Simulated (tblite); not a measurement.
**Run report: CH5GeN, geometry relaxation**

- system: CH5GeN
- method: GFN2-xTB geometry optimisation, gas phase (tblite 0.8.0)

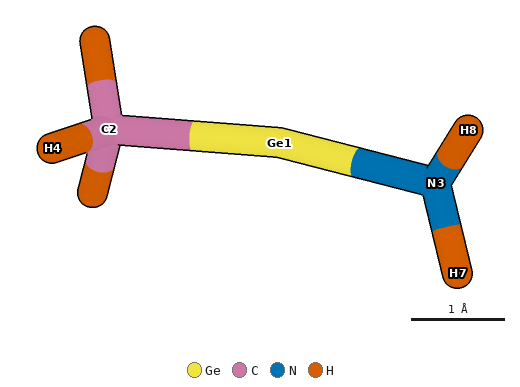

Fig. 1: The input geometry (stick view, seen at a tilt; atoms are numbered from 1 in the order of the input). Sticks mark near contacts.

## Input file
```
{"job": {"kind": "relax", "xc": "GFN2-xTB", "basis": "xTB"}, "charge": 0, "multiplicity": 1}
Ge    -0.167800    -0.243488     0.149035
C     -1.078738     1.395949     0.672925
N      0.402175    -1.962105    -0.362755
H     -1.717854     1.195912     1.442610
H     -0.364455     2.076106     0.960048
H     -1.623566     1.756681    -0.131339
H     -0.244878    -2.532233    -0.899935
H      0.959142    -2.491947     0.313219
```

The first line tells a small driver script what to run in tblite; the rest is the geometry in Å.

Hardware: 1 CPU thread, shared host.

Launched with:
```bash
OMP_NUM_THREADS=1 python <driver script> task.json out
```

## What the program printed
```
step      E/eV     max force
  0    -256.29656    5.173
  1    -257.03617    4.816
  2    -257.89455    3.241
  3    -258.31722    1.622
  4    -258.47047    1.355
  5    -258.57369    0.916
  6    -258.64684    0.788
  7    -258.68957    0.652
  8    -258.72694    0.624
  9    -258.76014    0.703
 10    -258.83784    1.369
 11    -258.96759    2.373
 12    -259.10285    2.501
 13    -259.26303    1.548
 14    -259.34980    0.738
 15    -259.39912    0.688
 16    -259.43853    0.809
 17    -259.49593    1.033
 18    -259.57200    0.654
 19    -259.61057    0.435
 20    -259.63498    0.748
 21    -259.63858    0.811
 22    -259.67070    0.423
 23    -259.68923    0.290
 24    -259.70264    0.225
 25    -259.70500    0.131
 26    -259.70699    0.147
 27    -259.70915    0.164
 28    -259.71108    0.178
 29    -259.71256    0.117
 30    -259.71325    0.041
 31    -259.71340    0.024
 32    -259.71343    0.013
 33    -259.71344    0.010
 34    -259.71346    0.007
```

## Trajectory as extended XYZ (Å, eV, eV/Å), 26 of the 35 frames kept, from step=0 to step=34
```
8
Properties=species:S:1:pos:R:3:forces:R:3 step=0 energy=-256.29656
Ge   -0.1678   -0.2435    0.1490    5.1300   0.6310  -0.2250
C    -1.0787    1.3959    0.6729   -2.3510  -0.0540  -0.3810
N     0.4022   -1.9621   -0.3628   -1.2470  -2.3290  -0.2960
H    -1.7179    1.1959    1.4426   -2.0840   0.1850   2.3350
H    -0.3645    2.0761    0.9600    1.6720   1.5120   0.6180
H    -1.6236    1.7567   -0.1313   -1.3220   1.2840  -1.4230
H    -0.2449   -2.5322   -0.8999    0.5540  -0.9660   0.0040
H     0.9591   -2.4919    0.3132   -0.3510  -0.2640  -0.6300
8
Properties=species:S:1:pos:R:3:forces:R:3 step=1 energy=-257.03617
Ge   -0.0945   -0.2345    0.1458    4.7650   0.6710   0.1750
C    -1.1123    1.3952    0.6675   -1.1790   0.3510   0.2610
N     0.3844   -1.9954   -0.3670   -0.8590  -0.4370   0.0870
H    -1.7476    1.1986    1.4760   -1.2620   0.3410   1.2470
H    -0.3406    2.0977    0.9689    0.1050   0.0340  -0.0070
H    -1.6424    1.7750   -0.1517   -1.0580   1.0370  -0.9030
H    -0.2370   -2.5460   -0.8999   -0.2920  -1.6070  -0.5090
H     0.9541   -2.4957    0.3042   -0.2200  -0.3920  -0.3510
8
Properties=species:S:1:pos:R:3:forces:R:3 step=3 energy=-258.31722
Ge    0.2022   -0.1914    0.1542    1.4800   0.2920   0.3260
C    -1.1915    1.4056    0.6699    0.7680  -0.0810   0.1430
N     0.3219   -2.0335   -0.3648   -0.4910   1.0270   0.3180
H    -1.8310    1.2205    1.5561    0.1590   0.3960  -0.7360
H    -0.3252    2.1150    0.9748   -1.3950  -0.7540  -0.3420
H    -1.7065    1.8370   -0.2012   -0.0920  -0.0130   0.6650
H    -0.2448   -2.6381   -0.9227   -0.2300  -0.6430  -0.0100
H     0.9389   -2.5202    0.2776   -0.1980  -0.2240  -0.3630
8
Properties=species:S:1:pos:R:3:forces:R:3 step=4 energy=-258.47047
Ge    0.2980   -0.1763    0.1608    0.5300   0.0710   0.2420
C    -1.1976    1.4037    0.6701    0.8200  -0.2160   0.0250
N     0.2961   -2.0293   -0.3595   -0.3160   0.8040   0.3080
H    -1.8493    1.2328    1.5626    0.3830   0.2780  -0.9440
H    -0.3439    2.1102    0.9719   -1.2190  -0.5370  -0.2450
H    -1.7231    1.8509   -0.1998    0.1030  -0.2400   0.8000
H    -0.2468   -2.6678   -0.9249   -0.0760  -0.0920   0.2200
H     0.9308   -2.5294    0.2626   -0.2240  -0.0670  -0.4060
8
Properties=species:S:1:pos:R:3:forces:R:3 step=5 energy=-258.57369
Ge    0.3633   -0.1668    0.1682   -0.0020  -0.0370   0.1930
C    -1.1884    1.3970    0.6686    0.4820  -0.4530  -0.1540
N     0.2742   -2.0169   -0.3514   -0.2140   0.4890   0.2350
H    -1.8543    1.2448    1.5504    0.4120   0.0770  -0.8140
H    -0.3740    2.1015    0.9674   -0.6500  -0.1100  -0.0580
H    -1.7312    1.8545   -0.1844    0.1780  -0.3330   0.6260
H    -0.2468   -2.6838   -0.9199   -0.0430   0.3070   0.3150
H     0.9211   -2.5354    0.2450   -0.1630   0.0600  -0.3420
8
Properties=species:S:1:pos:R:3:forces:R:3 step=7 energy=-258.68957
Ge    0.4023   -0.1619    0.1851   -0.0700   0.0630   0.2320
C    -1.1562    1.3603    0.6546    0.1190  -0.5470  -0.3350
N     0.2469   -1.9827   -0.3330   -0.1660   0.0110   0.1160
H    -1.8355    1.2531    1.4990    0.0140  -0.4040  -0.0090
H    -0.4233    2.0961    0.9639    0.3040   0.3920   0.1560
H    -1.7264    1.8366   -0.1423    0.0050  -0.2450  -0.2140
H    -0.2504   -2.6726   -0.8977   -0.2410   0.5170   0.1900
H     0.9066   -2.5341    0.2143    0.0360   0.2120  -0.1360
8
Properties=species:S:1:pos:R:3:forces:R:3 step=8 energy=-258.72694
Ge    0.3987   -0.1605    0.1977    0.1810   0.1320   0.2770
C    -1.1366    1.3317    0.6409    0.0970  -0.0590  -0.1300
N     0.2365   -1.9659   -0.3228   -0.1550  -0.0140   0.1260
H    -1.8232    1.2437    1.4755   -0.0830  -0.5790   0.2170
H    -0.4342    2.1027    0.9660    0.2870   0.1420   0.0440
H    -1.7211    1.8201   -0.1308   -0.0430  -0.2230  -0.5130
H    -0.2596   -2.6504   -0.8844   -0.4060   0.3800   0.0370
H     0.9036   -2.5266    0.2016    0.1230   0.2200  -0.0590
8
Properties=species:S:1:pos:R:3:forces:R:3 step=10 energy=-258.83784
Ge    0.4270   -0.1444    0.2571    0.5920   0.0210   0.2890
C    -1.0830    1.2648    0.6011   -0.3360   1.2310   0.4950
N     0.1917   -1.9169   -0.2813    0.0230   0.1880   0.2560
H    -1.7949    1.1698    1.4262    0.1400  -0.7370   0.1640
H    -0.4493    2.1221    0.9707   -0.0600  -0.6310  -0.3160
H    -1.7100    1.7560   -0.1412    0.1380  -0.3330  -0.6630
H    -0.3222   -2.5666   -0.8476   -0.6540   0.0930  -0.1870
H     0.9046   -2.4899    0.1590    0.1580   0.1680  -0.0380
8
Properties=species:S:1:pos:R:3:forces:R:3 step=11 energy=-258.96759
Ge    0.4840   -0.1231    0.3385    0.7080  -0.2380   0.1880
C    -1.0307    1.2087    0.5606   -0.7120   2.0460   0.9710
N     0.1343   -1.8572   -0.2235    0.4630   0.1850   0.3940
H    -1.7602    1.0570    1.3745    0.3920  -0.6510   0.0470
H    -0.4618    2.1373    0.9713   -0.3940  -1.2300  -0.6050
H    -1.6947    1.6689   -0.1756    0.3440  -0.3690  -0.6390
H    -0.4163   -2.4578   -0.8054   -0.6240   0.0530  -0.1630
H     0.9095   -2.4390    0.1035   -0.1770   0.2040  -0.1920
8
Properties=species:S:1:pos:R:3:forces:R:3 step=12 energy=-259.10285
Ge    0.5391   -0.1070    0.4165    0.5620  -0.3930   0.0390
C    -0.9943    1.1788    0.5322   -0.7960   2.0580   1.1780
N     0.0895   -1.8061   -0.1659    0.6880   0.0970   0.2450
H    -1.7254    0.9387    1.3339    0.5600  -0.3190  -0.0970
H    -0.4677    2.1425    0.9670   -0.6920  -1.4700  -0.7310
H    -1.6766    1.5829   -0.2232    0.4880  -0.3000  -0.4580
H    -0.5123   -2.3491   -0.7670   -0.2690   0.2020   0.0990
H     0.9118   -2.3858    0.0503   -0.5420   0.1250  -0.2760
8
Properties=species:S:1:pos:R:3:forces:R:3 step=14 energy=-259.34980
Ge    0.6130   -0.0998    0.5117   -0.0930  -0.0680  -0.1360
C    -0.9793    1.1967    0.5334   -0.2010  -0.1010   0.1980
N     0.0552   -1.7491   -0.0958    0.3360   0.3840  -0.0360
H    -1.6657    0.7816    1.2908    0.2800   0.3050   0.0020
H    -0.4893    2.1083    0.9402   -0.6450  -0.3070  -0.1840
H    -1.6339    1.4672   -0.3071    0.5460  -0.0920   0.0610
H    -0.6301   -2.1914   -0.7051    0.1880   0.2530   0.3380
H     0.8942   -2.3186   -0.0243   -0.4100  -0.3740  -0.2430
8
Properties=species:S:1:pos:R:3:forces:R:3 step=15 energy=-259.39912
Ge    0.6391   -0.0973    0.5412   -0.1250   0.1380  -0.1240
C    -0.9688    1.1871    0.5329    0.0090  -0.6440  -0.2430
N     0.0448   -1.7143   -0.0718    0.5110  -0.0200  -0.1770
H    -1.6372    0.7438    1.2652   -0.0850   0.1670   0.3600
H    -0.5222    2.0918    0.9280   -0.3090   0.3310   0.1320
H    -1.6074    1.4259   -0.3196    0.4020  -0.0510  -0.1130
H    -0.6612   -2.1349   -0.6729    0.1480   0.2940   0.3300
H     0.8771   -2.3071   -0.0592   -0.5510  -0.2150  -0.1640
8
Properties=species:S:1:pos:R:3:forces:R:3 step=16 energy=-259.43853
Ge    0.6529   -0.0934    0.5606    0.0210   0.2570  -0.0720
C    -0.9596    1.1711    0.5292    0.1780  -0.7160  -0.3330
N     0.0478   -1.6889   -0.0578    0.2010  -0.1040  -0.3180
H    -1.6170    0.7189    1.2517   -0.3380   0.0330   0.5350
H    -0.5527    2.0840    0.9209   -0.1210   0.5810   0.2620
H    -1.5807    1.3943   -0.3300    0.2200  -0.0520  -0.3080
H    -0.6818   -2.0892   -0.6445    0.1100   0.3190   0.3220
H     0.8550   -2.3018   -0.0863   -0.2690  -0.3180  -0.0880
8
Properties=species:S:1:pos:R:3:forces:R:3 step=18 energy=-259.57200
Ge    0.7456   -0.0573    0.6584    0.3490   0.1820  -0.1110
C    -0.9035    1.0793    0.5049    0.0970   0.2670   0.1540
N     0.0601   -1.5782   -0.0073   -0.1450  -0.3900  -0.5050
H    -1.5446    0.5839    1.2160   -0.5590  -0.0500   0.2530
H    -0.6979    2.0698    0.8983    0.0320   0.2010   0.1520
H    -1.4522    1.2346   -0.4130    0.0370  -0.2810  -0.2940
H    -0.7891   -1.8524   -0.4965    0.0980   0.3630   0.2560
H     0.7455   -2.2849   -0.2170    0.0900  -0.2920   0.0950
8
Properties=species:S:1:pos:R:3:forces:R:3 step=19 energy=-259.61057
Ge    0.7921   -0.0406    0.6847    0.0980   0.0030  -0.2540
C    -0.8915    1.0571    0.5052   -0.0550   0.2920   0.2060
N     0.0707   -1.5485   -0.0044    0.0850  -0.2620  -0.3360
H    -1.5329    0.5438    1.2184   -0.4220   0.0450  -0.0900
H    -0.7550    2.0647    0.8911    0.0880   0.1310   0.1040
H    -1.4007    1.1776   -0.4518    0.1150  -0.3600   0.0700
H    -0.8192   -1.7663   -0.4378    0.0170   0.3120   0.1570
H     0.7006   -2.2930   -0.2617    0.0750  -0.1610   0.1430
8
Properties=species:S:1:pos:R:3:forces:R:3 step=20 energy=-259.63498
Ge    0.8054   -0.0328    0.6725    0.0670  -0.0610  -0.2330
C    -0.8988    1.0581    0.5179   -0.0930  -0.0590   0.0950
N     0.0967   -1.5490   -0.0288    0.0110   0.4740   0.0980
H    -1.5474    0.5504    1.2385   -0.3230   0.0700  -0.3490
H    -0.7863    2.0656    0.8912    0.1860   0.3290   0.1390
H    -1.3661    1.1566   -0.4693    0.0460  -0.3740   0.3190
H    -0.8127   -1.7326   -0.4075   -0.3920   0.1790  -0.0550
H     0.6732   -2.3214   -0.2708    0.4970  -0.5590  -0.0140
8
Properties=species:S:1:pos:R:3:forces:R:3 step=22 energy=-259.67070
Ge    0.8262   -0.0253    0.6665    0.0520  -0.0320  -0.1820
C    -0.8972    1.0508    0.5268   -0.0100   0.1050   0.2670
N     0.1116   -1.5339   -0.0424    0.2340   0.0040  -0.0410
H    -1.5631    0.5440    1.2324   -0.2470   0.0450  -0.3410
H    -0.8134    2.0740    0.8937    0.1740   0.0190  -0.0130
H    -1.3322    1.1139   -0.4736   -0.0320  -0.2580   0.2330
H    -0.8251   -1.6812   -0.3736   -0.2430   0.1020  -0.0470
H     0.6572   -2.3474   -0.2860    0.0700   0.0160   0.1230
8
Properties=species:S:1:pos:R:3:forces:R:3 step=23 energy=-259.68923
Ge    0.8189   -0.0280    0.6462    0.0900   0.0130  -0.1100
C    -0.9035    1.0615    0.5372    0.0620  -0.0740   0.2470
N     0.1181   -1.5447   -0.0566    0.1960   0.1560   0.0370
H    -1.5857    0.5617    1.2280   -0.2060   0.0450  -0.2000
H    -0.7966    2.0823    0.8990    0.1280   0.0380   0.0000
H    -1.3396    1.1154   -0.4573   -0.0640  -0.1540   0.0400
H    -0.8184   -1.6937   -0.3837   -0.2640   0.0250  -0.0750
H     0.6708   -2.3596   -0.2689    0.0580  -0.0470   0.0620
8
Properties=species:S:1:pos:R:3:forces:R:3 step=24 energy=-259.70264
Ge    0.8265   -0.0264    0.6227    0.0150   0.0310  -0.0540
C    -0.9076    1.0661    0.5544    0.1520  -0.0700   0.1320
N     0.1297   -1.5491   -0.0758    0.1760   0.1300   0.0530
H    -1.6182    0.5797    1.2178   -0.1570  -0.0110   0.0230
H    -0.7882    2.0935    0.9048    0.0750  -0.1050  -0.0410
H    -1.3380    1.1013   -0.4409   -0.0380  -0.0280  -0.1010
H    -0.8172   -1.6905   -0.3827   -0.1410  -0.0420  -0.0550
H     0.6772   -2.3796   -0.2566   -0.0800   0.0940   0.0430
8
Properties=species:S:1:pos:R:3:forces:R:3 step=26 energy=-259.70699
Ge    0.8373   -0.0222    0.6173   -0.0080   0.0340  -0.0280
C    -0.9026    1.0598    0.5626   -0.0340  -0.0750  -0.0370
N     0.1355   -1.5410   -0.0799   -0.0840   0.0570  -0.0250
H    -1.6327    0.5790    1.2128   -0.0420   0.0090   0.0320
H    -0.7896    2.0914    0.9037    0.0690  -0.1250  -0.0350
H    -1.3307    1.0863   -0.4408    0.0610   0.0000   0.0310
H    -0.8228   -1.6776   -0.3745    0.1050  -0.0090   0.0240
H     0.6696   -2.3810   -0.2575   -0.0690   0.1080   0.0380
8
Properties=species:S:1:pos:R:3:forces:R:3 step=27 energy=-259.70915
Ge    0.8428   -0.0191    0.6164   -0.0190   0.0310  -0.0200
C    -0.8992    1.0529    0.5645   -0.1360  -0.0510  -0.0760
N     0.1350   -1.5332   -0.0791   -0.1350   0.0000  -0.0550
H    -1.6385    0.5771    1.2108    0.0200   0.0150   0.0190
H    -0.7880    2.0853    0.9014    0.0700  -0.0980  -0.0150
H    -1.3272    1.0804   -0.4410    0.0960  -0.0080   0.0660
H    -0.8247   -1.6731   -0.3711    0.1310   0.0270   0.0450
H     0.6637   -2.3754   -0.2581   -0.0270   0.0840   0.0370
8
Properties=species:S:1:pos:R:3:forces:R:3 step=29 energy=-259.71256
Ge    0.8478   -0.0124    0.6149   -0.0190   0.0200  -0.0040
C    -0.8995    1.0391    0.5654   -0.1090  -0.0100  -0.0410
N     0.1310   -1.5180   -0.0786   -0.0550  -0.0440  -0.0440
H    -1.6460    0.5713    1.2093    0.0430   0.0100   0.0030
H    -0.7804    2.0699    0.8968    0.0350  -0.0110   0.0230
H    -1.3160    1.0685   -0.4428    0.0510  -0.0190   0.0180
H    -0.8270   -1.6620   -0.3643    0.0100   0.0480   0.0230
H     0.6541   -2.3614   -0.2569    0.0430   0.0060   0.0220
8
Properties=species:S:1:pos:R:3:forces:R:3 step=30 energy=-259.71325
Ge    0.8471   -0.0104    0.6146   -0.0060   0.0100   0.0010
C    -0.9021    1.0362    0.5652   -0.0300  -0.0070  -0.0110
N     0.1299   -1.5150   -0.0798   -0.0080  -0.0190  -0.0190
H    -1.6469    0.5687    1.2095    0.0170   0.0090   0.0030
H    -0.7778    2.0662    0.8963    0.0090   0.0030   0.0210
H    -1.3108    1.0635   -0.4444    0.0090  -0.0090  -0.0110
H    -0.8284   -1.6559   -0.3614   -0.0290   0.0240   0.0050
H     0.6529   -2.3585   -0.2561    0.0370  -0.0120   0.0110
8
Properties=species:S:1:pos:R:3:forces:R:3 step=31 energy=-259.71340
Ge    0.8463   -0.0099    0.6145    0.0020   0.0020   0.0020
C    -0.9033    1.0360    0.5651    0.0060  -0.0070  -0.0020
N     0.1300   -1.5150   -0.0809    0.0020   0.0010  -0.0070
H    -1.6467    0.5678    1.2097    0.0020   0.0090   0.0040
H    -0.7773    2.0659    0.8966   -0.0030  -0.0030   0.0120
H    -1.3089    1.0615   -0.4453   -0.0060   0.0000  -0.0150
H    -0.8294   -1.6529   -0.3601   -0.0230   0.0070  -0.0010
H     0.6534   -2.3586   -0.2558    0.0200  -0.0090   0.0070
8
Properties=species:S:1:pos:R:3:forces:R:3 step=33 energy=-259.71344
Ge    0.8458   -0.0100    0.6143    0.0030  -0.0030   0.0000
C    -0.9035    1.0363    0.5649    0.0070  -0.0040  -0.0040
N     0.1301   -1.5158   -0.0818    0.0000   0.0080  -0.0040
H    -1.6467    0.5685    1.2100   -0.0010   0.0060   0.0040
H    -0.7771    2.0661    0.8974   -0.0030  -0.0080   0.0040
H    -1.3091    1.0615   -0.4457   -0.0050   0.0040  -0.0050
H    -0.8300   -1.6525   -0.3603   -0.0040  -0.0020   0.0000
H     0.6546   -2.3593   -0.2551    0.0030   0.0000   0.0050
8
Properties=species:S:1:pos:R:3:forces:R:3 step=34 energy=-259.71346
Ge    0.8455   -0.0102    0.6139    0.0030  -0.0040   0.0000
C    -0.9036    1.0364    0.5647    0.0010  -0.0010  -0.0040
N     0.1301   -1.5161   -0.0823    0.0000   0.0060  -0.0030
H    -1.6470    0.5695    1.2103   -0.0010   0.0020   0.0020
H    -0.7766    2.0658    0.8980   -0.0010  -0.0060   0.0010
H    -1.3099    1.0623   -0.4457   -0.0020   0.0040   0.0000
H    -0.8301   -1.6534   -0.3609    0.0040  -0.0030   0.0010
H     0.6556   -2.3594   -0.2541   -0.0040   0.0020   0.0030
```

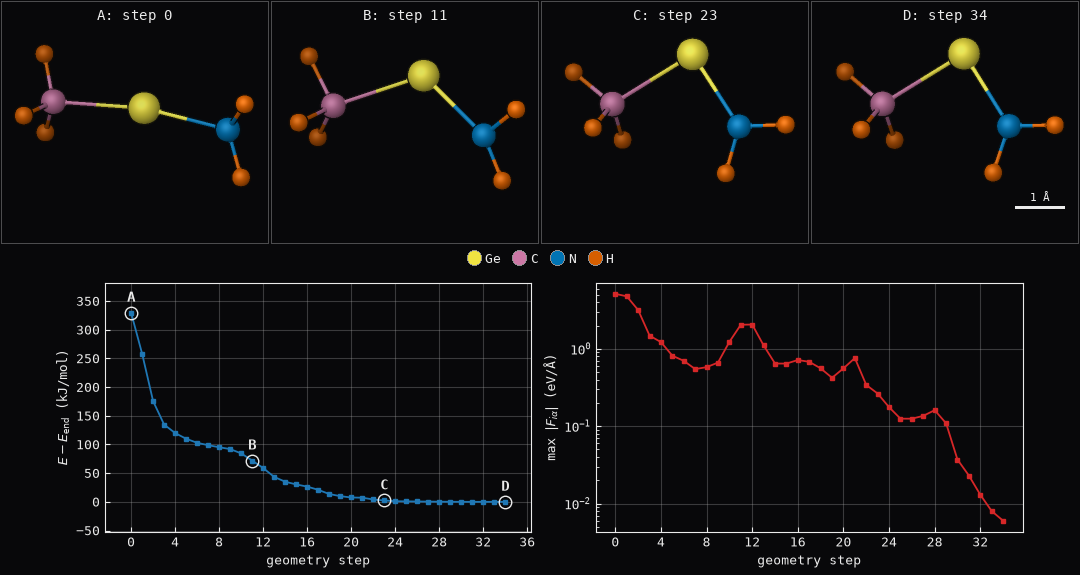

Fig. 2: Frames of the relaxation (ball-and-stick view, seen at a tilt) above the curves, on which the letters mark them (steps are counted from 0).

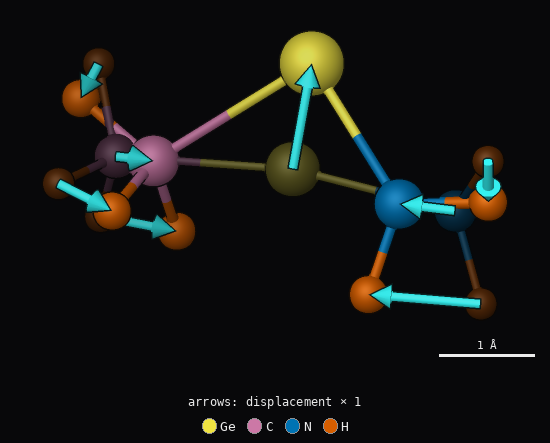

Fig. 3: Start (faint) and end (solid) with the displacements as teal arrows, at true length (ball-and-stick view, seen at a tilt). The two geometries are laid on each other by the best rigid fit. The energy falls by 329.7 kJ/mol in 34 geometry steps. The largest force component goes from 5.1 to 0.006 eV/Å. The atom that moves furthest after the best rigid fit is H7 (1.19 Å). Largest moves by element: H 1.19 Å, Ge 1.14 Å, N 0.60 Å, C 0.42 Å. Among the contacts that change: Ge1–C2 1.947 → 2.039 Å, Ge1–N3 1.882 → 1.807 Å, C2–H4 1.020 → 1.090 Å, C2–H5 1.027 → 1.089 Å. Among the angles that change: C2–Ge1–N3 169.7° → 94.5°, Ge1–N3–H7 117.6° → 126.6°, Ge1–N3–H8 117.3° → 123.8°. (Atoms are counted from 1 in the order of the input.)

## Results in brief

| quantity | value |
| --- | --- |
| outcome | converged |
| total energy | −259.7135 eV |
| wall time | 0.8 s |
| peak memory | 0.18 GiB |
